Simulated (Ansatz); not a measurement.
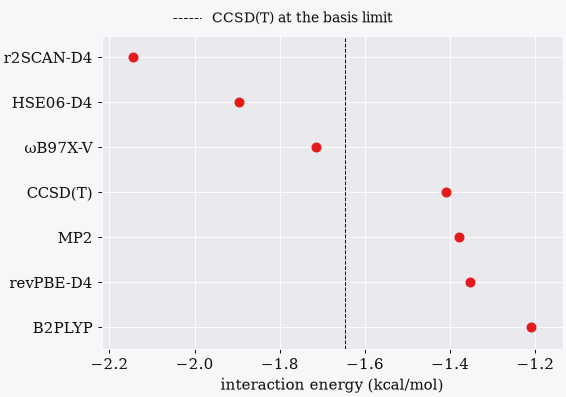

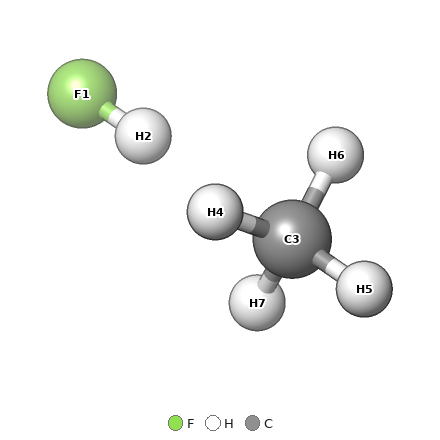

Counterpoise interaction energy of the pair FH and CH₄ (SMILES F.C) at one optimised PBE0-D4 geometry, drawn, with the closest contact H2···C3 2.25 Å (H···H pairs aside; other arrangements can bind more strongly; the cost of deforming the partners isn't counted), def2-TZVPPD, the Ansatz code; cores frozen in correlated methods. The line takes HF and MP2 limits from def2-TZVPPD and QZVPPD, and the coupled-cluster step in TZVPPD. B2PLYP holds a correlation term that converges slowly with the basis, so part of the distance to the limit is basis error. No dispersion term is added to B2PLYP. The distance of CCSD(T) and MP2 to the limit includes basis error.

What range do the values span, the line included?

Answer. From −2.14 kcal/mol (r2SCAN-D4) to −1.21 kcal/mol (B2PLYP).

Which level comes closest to the line (CCSD(T) at the basis limit), and which misses most?

Answer. Closest ωB97X-V (−1.71 kcal/mol), against −1.65 kcal/mol; farthest r2SCAN-D4 (−2.14 kcal/mol).
